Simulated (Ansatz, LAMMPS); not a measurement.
# Amorphous 37Ga2O3-63Al2O3 (mol %) (135 atoms), the geometry as built

This is the geometry as built. Method: Kohn-Sham DFT, revPBE, PAW (set soft_2), plane waves (Ansatz 0.2.0); cutoff 420 eV, Γ point, fixed occupations; density 4.44 g/cm³.

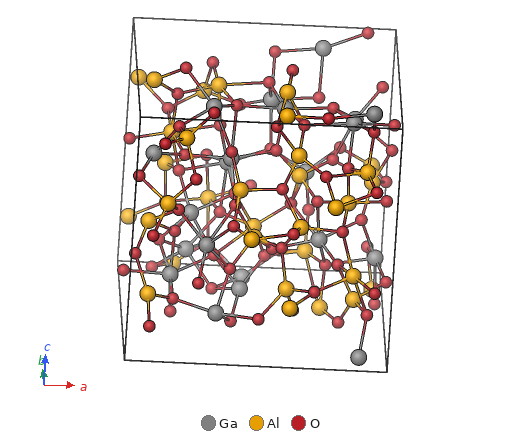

The structure (gallium grey, aluminium orange, oxygen red). Some periodic images of atoms are drawn too.

Cell vectors (Å):

```
11.052 0.000 0.000
0.000 11.052 0.000
0.000 0.000 11.052
```

Positions (Å):

```
1 Ga 7.588 9.413 5.099
2 Ga 2.714 6.790 4.074
3 Ga 3.279 2.844 4.246
4 Ga 6.387 6.504 9.090
5 Ga 0.897 4.521 7.611
6 Ga 9.231 4.749 9.293
7 Ga 2.699 8.530 1.710
8 Ga 5.941 9.688 8.191
9 Ga 8.133 5.877 3.491
10 Ga 4.951 6.313 0.917
11 Ga 1.951 5.265 1.861
12 Ga 4.216 8.607 5.696
13 Ga 4.222 5.826 7.003
14 Ga 9.898 1.450 0.032
15 Ga 5.169 9.447 0.186
16 Ga 10.604 7.152 2.255
17 Ga 9.434 8.002 8.153
18 Ga 8.014 10.305 10.363
19 Ga 3.308 4.688 9.783
20 Ga 3.831 2.585 1.278
21 Al 10.648 9.049 0.057
22 Al 1.668 9.787 5.063
23 Al 9.653 4.269 1.497
24 Al 0.814 6.511 10.127
25 Al 3.612 7.929 9.447
26 Al 4.562 3.074 6.707
27 Al 2.314 10.929 0.084
28 Al 8.467 0.077 7.324
29 Al 0.301 10.439 2.292
30 Al 7.192 6.808 5.969
31 Al 5.417 7.349 3.359
32 Al 10.391 10.884 4.913
33 Al 6.731 2.748 2.451
34 Al 7.156 2.246 5.477
35 Al 9.486 2.225 3.385
36 Al 1.741 7.680 7.329
37 Al 0.846 4.122 4.706
38 Al 8.383 6.721 0.070
39 Al 9.809 2.219 8.111
40 Al 6.230 1.203 10.915
41 Al 10.311 7.695 5.452
42 Al 5.331 4.527 4.011
43 Al 1.485 1.699 6.503
44 Al 3.133 10.645 8.060
45 Al 3.618 10.735 3.167
46 Al 6.322 4.163 10.788
47 Al 6.802 0.048 2.675
48 Al 0.908 2.217 2.166
49 Al 2.108 1.953 9.407
50 Al 5.022 0.231 5.637
51 Al 0.350 10.395 8.630
52 Al 7.707 8.644 1.826
53 Al 6.917 2.880 8.462
54 Al 9.178 4.199 5.881
55 O 10.186 2.580 1.503
56 O 10.978 5.546 8.959
57 O 6.944 7.568 4.376
58 O 7.935 5.316 5.433
59 O 9.070 3.891 7.572
60 O 0.988 0.727 1.301
61 O 3.411 10.339 5.279
62 O 3.781 8.170 7.536
63 O 4.314 1.811 5.558
64 O 1.149 0.469 9.703
65 O 4.567 4.386 0.214
66 O 4.353 3.620 2.891
67 O 4.039 8.630 3.414
68 O 6.448 3.123 4.147
69 O 10.548 9.038 9.244
70 O 2.174 8.047 5.449
71 O 0.886 0.426 5.535
72 O 1.629 9.814 7.528
73 O 9.122 5.092 0.094
74 O 8.220 8.526 0.046
75 O 6.021 9.126 6.179
76 O 4.336 6.222 9.255
77 O 10.344 0.493 3.340
78 O 6.579 6.106 11.009
79 O 7.806 9.714 3.258
80 O 6.119 6.439 7.206
81 O 9.005 10.538 5.809
82 O 11.039 7.549 6.999
83 O 2.960 1.377 3.084
84 O 1.794 10.007 3.214
85 O 7.973 1.224 10.878
86 O 5.378 10.980 3.717
87 O 0.307 2.842 3.713
88 O 2.583 1.302 7.813
89 O 5.992 7.992 1.793
90 O 10.003 2.764 9.734
91 O 8.046 1.570 8.091
92 O 5.896 2.528 9.875
93 O 6.023 10.839 9.893
94 O 2.074 5.720 11.050
95 O 2.266 5.849 7.067
96 O 6.739 10.321 1.116
97 O 2.028 3.350 1.538
98 O 5.592 1.638 1.468
99 O 6.179 5.633 3.075
100 O 2.017 5.031 3.917
101 O 4.446 4.376 5.478
102 O 4.133 3.981 8.047
103 O 3.708 10.349 1.326
104 O 8.596 7.860 6.336
105 O 4.510 6.820 5.016
106 O 10.341 9.078 1.970
107 O 7.137 4.458 9.216
108 O 10.820 4.787 5.801
109 O 3.783 6.304 2.393
110 O 0.247 2.588 7.334
111 O 3.861 7.886 0.237
112 O 9.865 10.640 11.016
113 O 5.736 8.345 9.505
114 O 10.158 0.357 7.969
115 O 6.787 0.585 5.826
116 O 1.849 3.604 9.244
117 O 1.366 9.390 0.477
118 O 8.930 2.486 5.261
119 O 7.942 9.793 8.329
120 O 1.486 7.328 2.574
121 O 7.116 3.674 1.132
122 O 4.708 10.871 7.417
123 O 11.024 5.227 1.962
124 O 8.513 6.950 1.916
125 O 8.421 6.762 9.117
126 O 1.885 7.503 9.139
127 O 10.960 9.215 4.884
128 O 3.173 1.561 10.763
129 O 7.854 1.449 2.890
130 O 10.709 7.277 0.117
131 O 3.399 9.920 9.649
132 O 8.892 4.102 3.106
133 O 2.025 3.117 5.668
134 O 9.910 6.819 4.086
135 O 6.319 2.997 6.861
```

Q: Give the force and the charge of every atom.

Columns: atom, q, fx, fy, fz (forces in eV/Å, q the intrinsic-atomic-orbital charge in e).

```
1 1.06 -0.509 -0.019 -0.386
2 1.04 0.041 0.561 0.041
3 1.04 0.603 -1.195 -0.221
4 1.03 -0.633 0.171 -0.510
5 1.06 0.264 0.019 0.504
6 1.05 0.331 -0.430 -0.260
7 1.03 -0.152 0.199 0.205
8 1.04 0.101 0.218 0.092
9 1.04 0.076 -0.207 0.633
10 1.06 -0.472 0.755 0.207
11 1.05 -0.769 -0.173 -0.276
12 1.00 -0.426 -0.379 0.086
13 1.04 -0.311 -0.613 0.371
14 1.07 -1.519 -0.052 -0.953
15 1.04 0.033 0.371 0.246
16 1.03 0.353 -0.108 0.414
17 1.07 0.272 0.155 -0.522
18 1.04 -0.112 1.043 0.244
19 1.04 0.217 0.153 -0.211
20 1.04 -0.478 -0.004 0.582
21 1.29 0.169 -0.386 0.676
22 1.32 -0.143 -0.053 0.050
23 1.39 -0.117 0.174 0.523
24 1.37 0.682 -0.060 0.122
25 1.28 0.239 0.793 -0.700
26 1.38 0.410 0.182 -0.474
27 1.28 0.240 -0.060 -0.394
28 1.34 -0.090 0.637 0.460
29 1.35 0.892 0.266 0.136
30 1.37 0.585 0.294 -0.751
31 1.27 -0.732 0.245 0.329
32 1.40 0.715 -0.294 0.569
33 1.36 -0.489 -0.500 0.175
34 1.36 -0.098 -0.362 -0.019
35 1.29 0.011 0.285 0.502
36 1.29 1.314 0.361 -0.050
37 1.39 0.219 -0.714 -0.080
38 1.32 0.472 0.267 -0.249
39 1.32 -0.908 -0.846 -0.002
40 1.35 0.599 0.170 0.120
41 1.38 -0.560 0.790 0.432
42 1.36 0.082 -0.985 0.521
43 1.40 -0.172 -0.148 0.196
44 1.35 -0.647 -0.621 0.262
45 1.29 0.265 -0.814 0.374
46 1.34 -0.392 -0.670 -0.548
47 1.36 -0.498 0.008 0.842
48 1.36 0.492 0.046 0.770
49 1.38 -0.002 -0.920 -0.019
50 1.31 0.700 -0.906 -0.662
51 1.38 0.199 0.630 -0.881
52 1.34 -0.512 0.261 -0.261
53 1.41 0.079 -0.556 0.323
54 1.37 0.270 -0.392 -0.301
55 -0.81 0.184 -0.904 0.183
56 -0.76 -0.631 -0.975 -0.938
57 -0.82 0.581 0.229 0.060
58 -0.86 -0.242 -0.031 -0.799
59 -0.85 -0.274 -0.109 1.477
60 -0.89 -0.001 -0.627 -0.783
61 -0.81 0.371 0.261 -0.149
62 -0.79 -0.626 -0.445 -0.488
63 -0.87 -0.877 0.237 -0.260
64 -0.90 0.157 0.073 1.088
65 -0.72 -0.592 0.072 0.000
66 -0.78 -0.767 -0.388 -0.431
67 -0.79 -0.570 0.305 -0.298
68 -0.91 -0.084 0.603 0.054
69 -0.82 -0.652 -1.239 0.167
70 -0.78 -0.311 -0.244 0.229
71 -0.90 0.047 -0.791 -0.493
72 -0.88 -0.144 -0.870 -0.690
73 -0.84 -0.418 0.303 -1.476
74 -0.83 0.318 0.506 0.197
75 -0.69 0.466 0.194 0.175
76 -0.74 0.194 -0.214 -0.325
77 -0.90 -0.713 0.805 -0.729
78 -0.74 0.039 -0.204 -0.271
79 -0.82 0.528 0.251 0.822
80 -0.77 -1.432 -0.702 1.623
81 -0.85 -1.288 -0.833 -0.518
82 -0.86 -0.638 -0.290 1.141
83 -0.78 -0.354 0.733 -0.360
84 -0.86 0.480 0.074 0.337
85 -0.81 1.367 -0.811 -0.001
86 -0.89 -0.764 0.271 0.444
87 -0.91 -1.470 -0.891 -0.509
88 -0.91 0.910 0.020 -0.209
89 -0.84 0.162 -0.274 -0.818
90 -0.81 0.296 0.289 1.356
91 -0.91 0.329 0.606 0.005
92 -0.92 -0.569 0.672 -0.469
93 -0.75 -0.324 -1.428 -0.120
94 -0.79 0.681 -0.671 0.288
95 -0.73 -0.461 -0.205 -0.134
96 -0.81 -0.106 -0.856 -0.615
97 -0.79 1.146 1.106 -0.683
98 -0.82 -0.963 -0.088 0.397
99 -0.83 1.422 1.254 -0.674
100 -0.78 1.307 1.458 -1.112
101 -0.85 -0.539 0.674 0.839
102 -0.82 -0.230 1.319 1.136
103 -0.76 -0.140 -0.259 -0.522
104 -0.79 0.741 0.566 0.385
105 -0.73 -0.530 -0.300 0.409
106 -0.84 -1.070 -1.252 -0.472
107 -0.83 0.925 1.300 -0.211
108 -0.87 -0.148 0.931 1.269
109 -0.73 0.108 -0.723 -0.381
110 -0.85 0.914 1.351 -0.069
111 -0.69 0.469 -0.068 0.335
112 -0.75 -0.353 0.964 -0.147
113 -0.69 -0.347 -0.122 -0.266
114 -0.91 -0.491 0.730 -0.609
115 -0.89 0.471 -0.816 0.258
116 -0.78 -0.287 1.929 -0.241
117 -0.83 0.291 0.241 0.138
118 -0.88 0.355 0.174 -0.337
119 -0.74 -0.505 -0.796 0.794
120 -0.67 0.484 -0.434 -0.052
121 -0.95 1.370 0.902 -0.090
122 -0.83 1.231 0.331 0.027
123 -0.81 0.850 1.057 0.191
124 -0.77 0.223 -0.073 0.168
125 -0.71 -0.040 -0.407 0.437
126 -0.91 -0.331 0.290 -0.016
127 -0.92 0.462 0.451 -0.327
128 -0.82 0.530 -0.150 0.874
129 -0.91 0.914 0.036 0.047
130 -0.87 -1.053 -0.253 0.594
131 -0.86 -0.018 -0.349 1.124
132 -0.83 -0.322 0.064 0.017
133 -0.83 0.681 0.562 -0.788
134 -0.81 -0.551 -1.026 -2.032
135 -0.93 0.037 0.338 -0.448
```

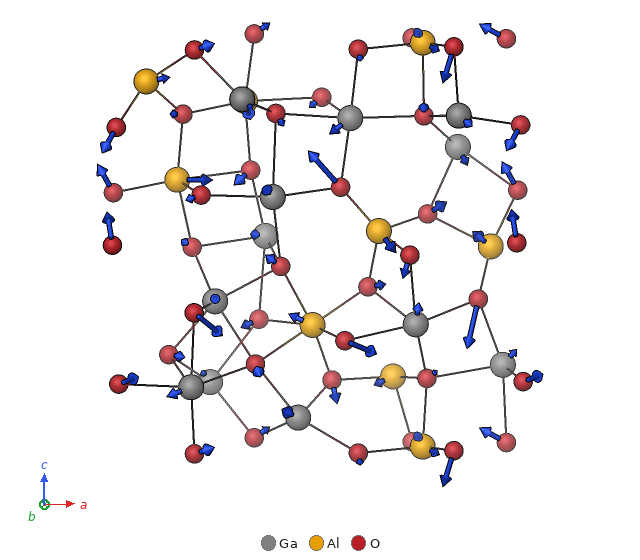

The forces as arrows, the longest 2.34 eV/Å. Drawn is a slice 4 Å thick, seen along the normal of the ac plane. Bonds to atoms that aren't drawn are left out.

The quench rate of 50 K/ps is many orders above laboratory rates, so the cell is likely richer in defects and strain than a real sample. The network of bonds at the start is that of the classical potential that made the cell, and needn't be the one that DFT or experiment would give. Only the Γ point is sampled, in a cell whose shortest periodic width is 11 Å.

The r.m.s. force component is 0.606 eV/Å; the longest force, 2.34 eV/Å, acts on O134.

[Logs are printed without paths, hosts, clocks, repeated set-up lines and the standing remarks that a program may print on its own settings, such as how far it seeks lower states.]

[Hosts, paths, dates, database ids (printed as entryN), source tags and the programs' standing remarks are cut or masked in the printed files.]
